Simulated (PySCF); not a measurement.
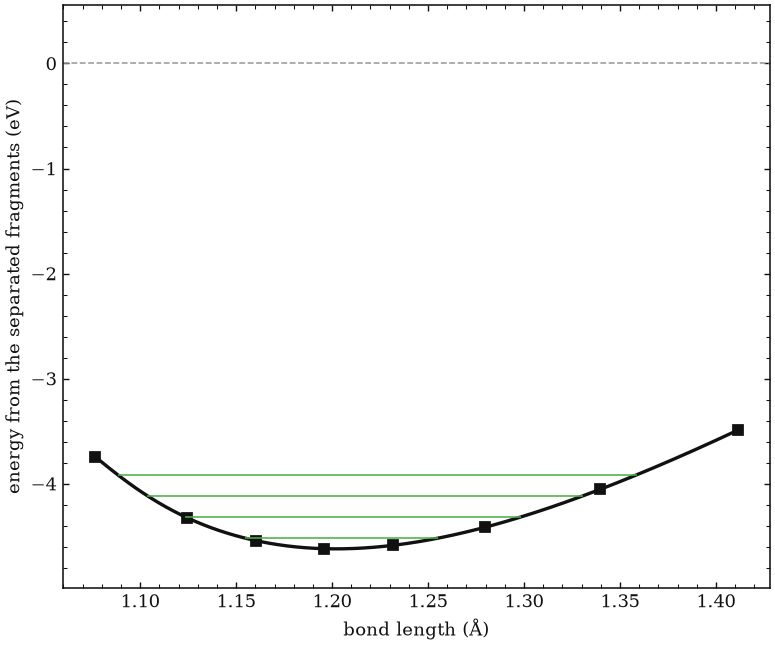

Bond curve of O₂, triplet (excess alpha electrons: πx +1, πy +1). CCSD/pcseg-2 in PySCF, UHF. One reference determinant with the occupation held, the lowest that a PBE0 search over spins and occupations found; no spin-orbit coupling. Zero is the separated fragments in their ground configurations, without counterpoise. Horizontal lines: vibrational levels from ωe and ωexe, starting at v = 0.

Question: What constants does a Dunham fit to the curve give (main isotopes)?

Answer: re = 1.202 Å, ωe = 1665 cm⁻¹, ωexe = 10.5 cm⁻¹, De = 4.62 eV, Be = 1.46 cm⁻¹.

Question: How much does zero-point motion take off the well depth?

Answer: 0.103 eV (830 cm⁻¹): De = 4.62 eV, D0 = 4.52 eV.

Question: Give the computed points.

Answer:
```csv
r (Å),E (eV)
1.076,−3.74
1.124,−4.32
1.160,−4.54
1.196,−4.62
1.232,−4.59
1.280,−4.41
1.340,−4.06
1.411,−3.49
```

Note: lowest determinant of a PBE0 search, another state may lie lower.
